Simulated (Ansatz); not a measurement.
**TaN: response to strain**

Aim: deform TaN (zz strain of +1 %) and compute stress, forces and field gradients with LAPW, PAW and all-electron datasets made for the crystal.

Computed with Ansatz 0.2.0 (DFT PBEsol, scalar-relativistic, unless a step's input says otherwise).

## (1) The structure to begin with

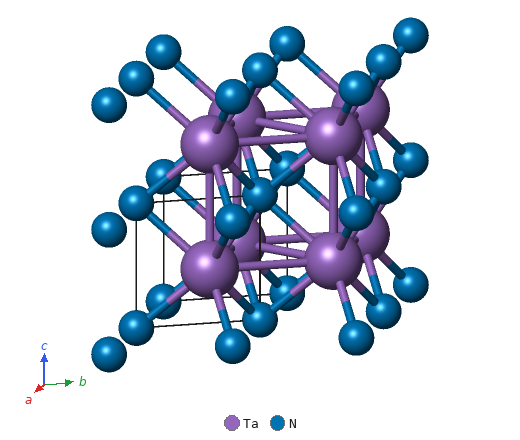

Start, viewed slightly off an axis; tantalum purple, nitrogen blue. 2×2×2 cells are drawn. Atoms on the faces are drawn again on the opposite ones.

Coordinates:

```cif
data_structure
_symmetry_space_group_name_H-M 'P-6m2'
_symmetry_Int_Tables_number 187
_cell_length_a 2.9380
_cell_length_b 2.9380
_cell_length_c 2.8830
_cell_angle_alpha 90.000
_cell_angle_beta 90.000
_cell_angle_gamma 120.000
_cell_volume 21.55
loop_
_atom_site_label
_atom_site_type_symbol
_atom_site_symmetry_multiplicity
_atom_site_Wyckoff_symbol
_atom_site_fract_x
_atom_site_fract_y
_atom_site_fract_z
_atom_site_occupancy
Ta1 Ta 1 b 0.00000 0.00000 0.50000 1
N1 N 1 e 0.66667 0.33333 0.00000 1
```

The file gives the conventional cell by its symmetry; the runs use the cell typed in the input.

Atoms are numbered in the order of the input: Ta1, N2.

## (2) After the deformation

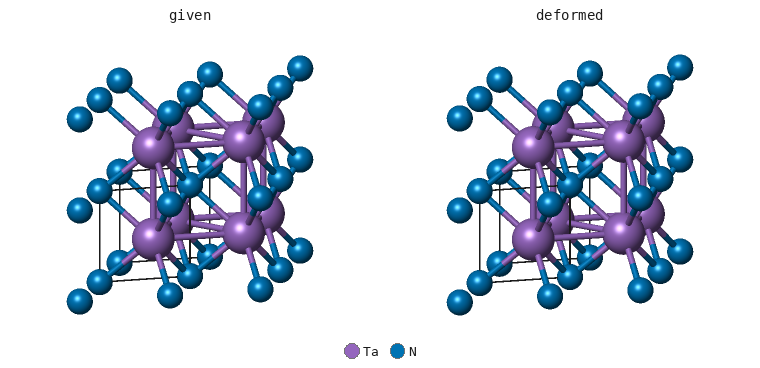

Given and deformed, at one scale.

Space group P-6m2 before, P-6m2 after.

## (3) LAPW, all electrons

File input.yaml:

```yaml
crystal:
  lattice:
    - [2.9379988584, 0.0, 0.0]
    - [-1.4689994292, 2.5443816477, 0.0]
    - [0.0, 0.0, 2.91183]
  atoms:
    - { symbol: Ta, position: [0.3333333333, 0.6666666667, 0.5] }
    - { symbol: "N", position: [0.0, 0.0, 0.0] }
kpoints:
  mp_grid: { grid: [12, 12, 10] }
  band_path:
    path:
      - [0.0, 0.0, 0.0]
      - [0.5, 0.0, 0.0]
      - [0.3333333333, 0.3333333333, 0.0]
      - [0.0, 0.0, 0.0]
      - [0.0, 0.0, 0.5]
      - [0.5, 0.0, 0.5]
      - [0.3333333333, 0.3333333333, 0.5]
      - [0.0, 0.0, 0.5]
      - [0.5, 0.0, 0.5]
    npoints: 5
scf:
  occupations: { method: fermi_dirac, width: 0.02 }
hamiltonian:
  xc: pbesol
  pseudopotentials: { kind: all_electron, lapw: { basis_error: 0.0005 } }
output:
  forces: true
  stress: true
  eigenvalues: true
```

Command:

```sh
ansatz run input.yaml --threads 1 --pin off --max-ram 3072MiB --backend cpu --events-out ev --progress --plain --runs-dir out
```

Log (excerpt; [...] marks lines left out):

```text
LAPW: plane waves up to 9.913 Å⁻¹, error target 5.0e-4 eV per atom; small_component_spin mean_spin; N in spheres of 0.951 Å, 7 of its electrons in bands, Dirac shells []; Ta in spheres of 1.285 Å, 43 of its electrons in bands, Dirac shells []
[...]
Pseudopotentials: kind: all_electron
Pseudopotential: Ta, LAPW, valence charge 43, Koelling and Harmon's equation, gaussian nucleus
Pseudopotential: N, LAPW, valence charge 7, Koelling and Harmon's equation, gaussian nucleus
Functional definition: PBEsol
[...]
Crystal: 2 atoms, lattice volume = 21.767 Å³
Basis set: ecut = 374.42518173562524 eV, 381 PW (Γ), exchange–correlation at level 2
Bands: 30, of which v1, the nominal top of the filled ones, is band 25 counted from 1 (24 counted from 0)
Symmetry: 12 space group operations
Space group: P-6m2 (ITA 187), of the structure as read, at distance tolerance 2.8e-5 Å
k-points: 114 of 1440 (time reversal used)
[...]
SCF iter   1: F=—  HF=-425931.918433 eV  |F-HF|=—  |Δ(HF+E_count)|=         —  Δρ=1.12e-1  dr2=3.08e0  ethr=6.16e-3  ⟨swp⟩=2.0  Hψ=21606  notcnv=0
[...]
the basis was enlarged: its passes take 2.1 MiB over the memory plan, 1 of 1 planned eigensolver slots
[...]
SCF iter   8: F=-425930.631868 eV  HF=-425930.631868 eV  |F-HF|=8.44e-9  |Δ(HF+E_count)|=   3.70e-8  Δρ=5.99e-6  dr2=6.28e-9  ethr=4.85e-10  ⟨swp⟩=2.7  Hψ=10420  notcnv=0
[...]
NSCF: frozen V_eff on 41 k-points
SCF converged after 8 iterations
Free energy (F): -425930.631868 eV
[...]
E sigma→0 (E₀):  -425930.631820 eV
Entropy (-TS):   -0.000096 eV (-0.048 meV/atom)
Fermi energy:    25.106909 eV
[...]
--- Forces (eV/Å), atoms counted from 1 ---
  atom   1  Ta    -0.00000000     0.00000000     0.00000000
  atom   2  N      0.00000000    -0.00000000     0.00000000
[...]
--- Stress (GPa, compression-positive) ---
       -6.027562       0.000000       0.000000
        0.000000      -6.027562       0.000000
        0.000000       0.000000     -12.902147
  P = ⅓ Tr σ = -8.3191 GPa (-83.191 kbar)
--- Band table (eV; the first three rows and the last of 114) ---
[...]
```

Wall time 35 s (1 thread of Intel Xeon Platinum 8488C (Sapphire Rapids), shared host); peak memory 0.52 GiB.

Read from it: pressure -8.32 GPa; no gap.

## (4) Frozen-core PAW

File input.yaml:

```yaml
crystal:
  lattice:
    - [2.9379988584, 0.0, 0.0]
    - [-1.4689994292, 2.5443816477, 0.0]
    - [0.0, 0.0, 2.91183]
  atoms:
    - { symbol: Ta, position: [0.3333333333, 0.6666666667, 0.5] }
    - { symbol: "N", position: [0.0, 0.0, 0.0] }
kpoints:
  mp_grid: { grid: [12, 12, 10] }
scf:
  occupations: { method: fermi_dirac, width: 0.02 }
hamiltonian:
  xc: pbesol
  pseudopotentials: { kind: paw }
output:
  forces: true
  stress: true
  eigenvalues: true
  efg: { contact_densities: true }
```

Command:

```sh
ansatz run input.yaml --threads 1 --pin off --max-ram 3072MiB --backend cpu --events-out ev --progress --plain --runs-dir out
```

Log (excerpt; [...] marks lines left out):

```text
Ta: output.efg is read without spin–orbit coupling, which moves field gradients at and beside such atoms by some per cent and up to a factor of two; PAW files take it under magnetization.noncollinear and magnetization.spin_orbit
[...]
Pseudopotentials: kind: paw
Pseudopotential: Ta, paw, valence charge 13, recommended cutoff 420 eV (normal)
Pseudopotential: N, paw, valence charge 5, recommended cutoff 420 eV (normal)
Functional definition: PBEsol
[...]
Crystal: 2 atoms, lattice volume = 21.767 Å³
Basis set: ecut = 420 eV, 405 PW (Γ), exchange–correlation on 40×40×40 points (8 copies of the dense FFT grid, shifted against one another)
Bands: 13, of which v1, the nominal top of the filled ones, is band 9 counted from 1 (8 counted from 0)
Symmetry: 12 space group operations
Space group: P-6m2 (ITA 187), of the structure as read, at distance tolerance 2.8e-5 Å
[...]
--- Forces (eV/Å), atoms counted from 1 ---
  atom   1  Ta    -0.00000000    -0.00000000     0.00000000
  atom   2  N      0.00000000    -0.00000000     0.00000000
[...]
--- Stress (GPa, compression-positive) ---
       -6.146278       0.000000       0.000000
        0.000000      -6.146278       0.000000
        0.000000       0.000000     -13.038606
  P = ⅓ Tr σ = -8.4437 GPa (-84.437 kbar)
--- PAW observables at the nuclei: V_zz in 10²¹ V/m², potentials from the cell's mean, atoms counted from 1 ---
  atom   1  Ta V_zz =    +6.068281   η = 0.0000   by run symmetry: allowed
            electrostatic potential = -14500.791280 V   contact ρ = 8144139.953222 e/Å³
  atom   2  N  V_zz =    +0.269425   η = 0.0000   by run symmetry: allowed
            electrostatic potential = -528.659953 V   contact ρ = 1404.035022 e/Å³
--- Band table (eV; the first three rows and the last of 114) ---
  k-point 0: bands = ["-48.5627", "-14.9345", "-14.6392", "-14.6392", "2.2249", "15.4072", "15.4072", "15.6517", "16.8860", "22.0593", "23.3405", "23.3405", "23.7659"]
[...]
```

It took 3.3 s on 1 thread of Intel Xeon Platinum 8488C (Sapphire Rapids), shared host; peak memory 0.43 GiB.

Read from it: pressure -8.44 GPa; no gap; Vzz Ta1 6.07 (η = 0.00), N2 0.27 (η = 0.00) (10²¹ V/m²).

## (5) Datasets made for this crystal

input.yaml, as its differences from that of step 4:

```diff
@@ -14,3 +14,3 @@
   xc: pbesol
-  pseudopotentials: { kind: paw }
+  pseudopotentials: { kind: all_electron, datasets: crystal }
 output:
```

Command:

```sh
ansatz run input.yaml --threads 1 --pin off --max-ram 3072MiB --backend cpu --events-out ev --progress --plain --runs-dir out
```

Log (excerpt; [...] marks lines left out):

```text
[...]
band count auto-derived: 22 (N_el = 32.0; filled up to band 16; 20 by the electrons, moments and atoms)
Ta: output.efg is read without spin–orbit coupling, which moves field gradients at and beside such atoms by some per cent and up to a factor of two; PAW files take it under magnetization.noncollinear and magnetization.spin_orbit
[...]
Pseudopotentials: kind: all_electron
Pseudopotential: Ta, paw, valence charge 27, recommended cutoff 460 eV (normal), Koelling and Harmon's equation, gaussian nucleus
Pseudopotential: N, paw, valence charge 5, recommended cutoff 460 eV (normal), Koelling and Harmon's equation, gaussian nucleus
Functional definition: PBEsol
[...]
Crystal: 2 atoms, lattice volume = 21.767 Å³
Basis set: ecut = 460 eV, 491 PW (Γ), exchange–correlation on 48×48×48 points (8 copies of the dense FFT grid, shifted against one another)
[...]
  atom   1  Ta    -0.00000000    -0.00000000     0.00000000
  atom   2  N      0.00000000    -0.00000000     0.00000000
[...]
--- Stress (GPa, compression-positive) ---
       -6.026465       0.000000       0.000000
        0.000000      -6.026465       0.000000
        0.000000       0.000000     -12.901083
  P = ⅓ Tr σ = -8.3180 GPa (-83.180 kbar)
--- PAW observables at the nuclei: V_zz in 10²¹ V/m², potentials from the cell's mean, atoms counted from 1 ---
  atom   1  Ta V_zz =    +6.675282   η = 0.0000   by run symmetry: allowed
            electrostatic potential = -14497.864811 V   contact ρ = 8140159.834023 e/Å³
  atom   2  N  V_zz =    +0.252726   η = 0.0000   by run symmetry: allowed
            electrostatic potential = -527.901443 V   contact ρ = 1404.291285 e/Å³
--- Band table (eV; the first three rows and the last of 114) ---
  k-point 0: bands = ["-43.4158", "-9.7847", "-9.4966", "-9.4966", "4.8249", "4.8390", "4.8390", "4.8470", "4.8470", "4.8581", "4.9300", "7.4081", "20.5689", "20.5689", "20.8125", "22.0524", "27.2205", "28.4958", "28.4958", "28.9252"]
[...]
```

Run time: 21 s. Hardware: 1 thread of Intel Xeon Platinum 8488C (Sapphire Rapids), shared host; peak memory 0.75 GiB.

Read from it: pressure -8.32 GPa; no gap; Vzz Ta1 6.68 (η = 0.00), N2 0.25 (η = 0.00) (10²¹ V/m²).

## (6) Side by side

Stress (GPa, compression positive):

```csv
method,xx,yy,zz,yz,xz,xy
LAPW,-6.03,-6.03,-12.90,0.00,0.00,0.00
PAW,-6.15,-6.15,-13.04,0.00,0.00,0.00
crystal datasets,-6.03,-6.03,-12.90,0.00,0.00,0.00
```

| method | pressure (GPa) | Vzz Ta1 (10²¹ V/m²) | Vzz N2 (10²¹ V/m²) | SCF cycles, all passes |
| --- | --- | --- | --- | --- |
| LAPW | -8.32 | – | – | 8 |
| PAW | -8.44 | 6.07 | 0.27 | 6 |
| crystal datasets | -8.32 | 6.68 | 0.25 | 9 |

## (7) Outcome

| quantity | value |
| --- | --- |
| pressure | LAPW -8.32, PAW -8.44, crystal datasets -8.32 GPa |
| largest shear or deviatoric stress (LAPW) | 4.58 GPa |

What this shows: The largest part of the stress beyond the pressure is 4.58 GPa in size, in the zz component; the atoms are carried along and not relaxed. No run of the undeformed cell stands beside it, so the pressure holds what the given cell had before the change. PAW: stress within 0.14 GPa of LAPW. Crystal datasets: stress within 0.01 GPa of LAPW. Spin-orbit coupling is left out, though the cell holds Ta; in elements this heavy it can shift bands and gaps by tenths of an eV.
